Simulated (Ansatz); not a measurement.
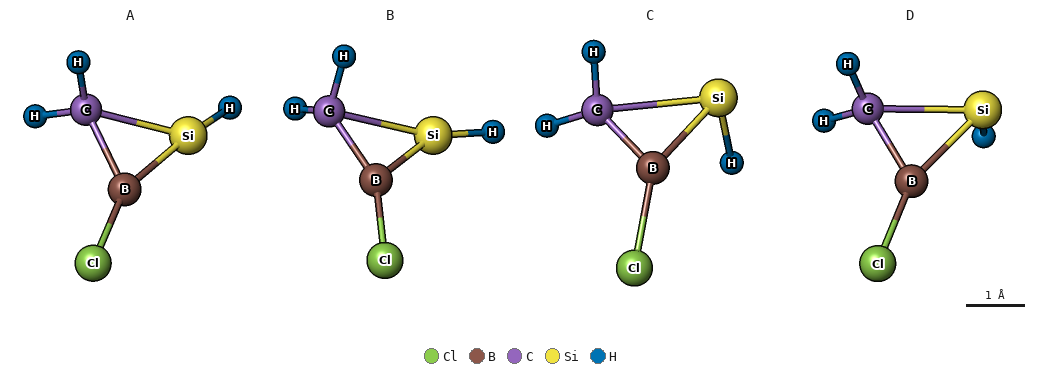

4 geometries from one relaxation of CH$_{3}$BClSi (charge −1), in shuffled order. A ball-and-stick model, seen at a tilt.

Method: Ansatz 0.2.0, RKS PBE0-D4/def2-TZVPD. (force threshold 0.005 eV/Å; at most 200 steps)

Put them in the order of the run, from the start to the converged end.

B, A, D, C. They are steps 0, 4, 8, 19, at +340.8 kJ/mol, +84.2 kJ/mol, +19.6 kJ/mol relative to the last. After 19 geometry steps the energy has fallen by 340.8 kJ/mol. Largest force component: 5 eV/Å at the start, 0.0012 eV/Å at the end. The atom that moves furthest after the best rigid fit is the Si atom (0.84 Å). By element the largest moves are Si 0.84 Å, H 0.65 Å, Cl 0.41 Å, B 0.39 Å, C 0.19 Å. Near-neighbour distances that change, for instance: H–Si 1.259 → 1.543 Å, B–Si 1.716 → 1.939 Å, B–Cl 1.639 → 1.803 Å, C–Si 2.048 → 2.156 Å. Bond angles that change, for instance: B–Si–H 152.1° → 88.6°, C–Si–H 163.1° → 102.5°, Si–C–H 97.7° → 133.2°.
